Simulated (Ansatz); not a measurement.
## Electronic structure of C₃H₆OSi in real space

| atom | x (Å) | y (Å) | z (Å) |
| --- | --- | --- | --- |
| C | -0.3629 | -1.0127 | 1.7772 |
| C | -0.8051 | 0.0672 | 1.0939 |
| C | -0.0072 | 0.2135 | -0.1874 |
| O | 1.2131 | -2.6460 | -0.3100 |
| Si | 1.0073 | -1.2281 | 0.5385 |
| H | 0.4131 | -3.0742 | -0.6284 |
| H | 2.3848 | -0.8914 | 0.9910 |
| H | -0.7461 | -1.3774 | 2.7328 |
| H | -1.5993 | 0.7613 | 1.4086 |
| H | 0.4745 | 1.1953 | -0.3280 |
| H | -0.5936 | -0.0085 | -1.0948 |

Geometry: PBE0-D3(BJ)/def2-SVP.

Method: isolated molecule in a Gaussian basis; Kohn-Sham density functional theory, functional PBE0 (Ansatz 0.2.0).

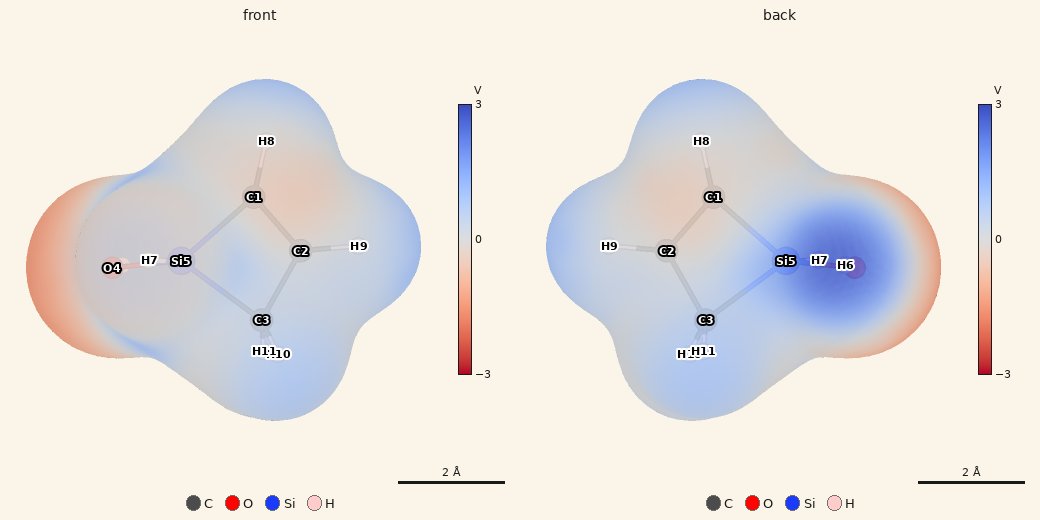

Figure 1. The electrostatic potential painted on the density surface at 0.002 e/bohr³, seen from the front and from behind; red is negative and blue positive.

### Where is the surface potential most negative and most positive?

The most negative region (about −1.4 V) lies over O4, the most positive (about +2.6 V) over H6. O4 is the likeliest acceptor of a hydrogen bond.

### How polar is the molecule by this calculation?

Its dipole moment is 1.76 D.

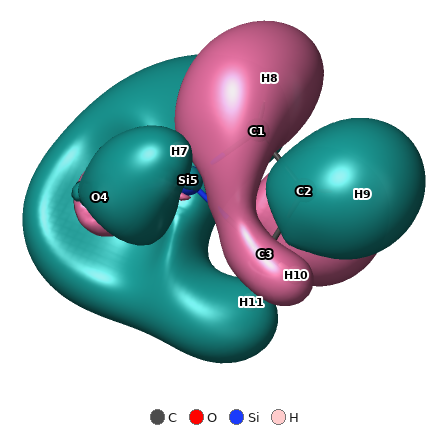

Figure 2. One frontier orbital at ±0.05 Å⁻³ᐟ² (teal and pink are the two phases), seen at a tilt.

### Which orbital is it: HOMO or LUMO?

The LUMO, at −0.52 eV. It lies mainly on C2 (about 30 %), C1 (about 20 %), Si5 (about 15 %) and H6 (about 10 %).

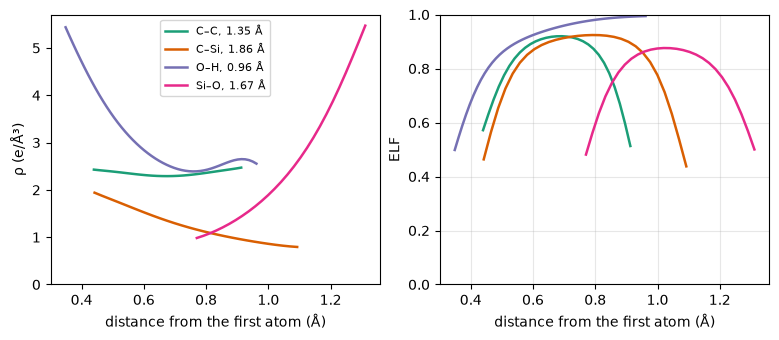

Figure 3. Electron density and electron localisation function along straight lines between neighbouring atoms. The curves leave out the atomic cores.

### Compare the contacts.

C–C (1.35 Å): the density is about 2.3 e/Å³ at the midpoint; the ELF peaks at about 0.90 between the atoms, as expected for localised, covalent bonding.
C–Si (1.86 Å): the density is about 0.93 e/Å³ at the midpoint; the ELF peaks at about 0.90 between the atoms; a covalent bond.
O–H (0.96 Å): ρ at the midpoint is about 3.8 e/Å³; the ELF climbs to about 1 towards the hydrogen, as it does in any bond to H: an ordinary covalent bond to hydrogen.
Si–O (1.67 Å): ρ is about 1.1 e/Å³ halfway; the ELF peaks at about 0.90 between the atoms, as expected for a polar covalent bond.
